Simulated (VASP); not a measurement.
Band structure of SnTe (rock salt). Computed with PBE GGA, VASP's PBE PAW potentials (set 64) (plane waves; VASP).

Unless said otherwise, spin-orbit coupling is left out, though it shifts the bands of the heavy elements here.

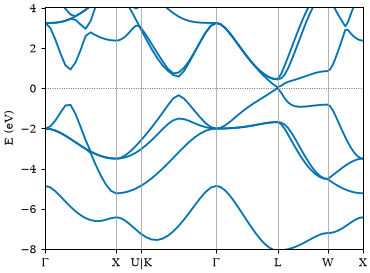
Bands along high-symmetry lines, zero at the valence-band maximum or, without a gap, the Fermi level

Q: Read the plot: is there a gap, and where are the band edges?

A: The gap is direct, 0.05 eV, from the valence maximum at L to the conduction minimum at L. (Edges off the drawn lines would not show.)

The compound is SnTe in the rock salt structure, which distorts at low temperature. It was relaxed first.
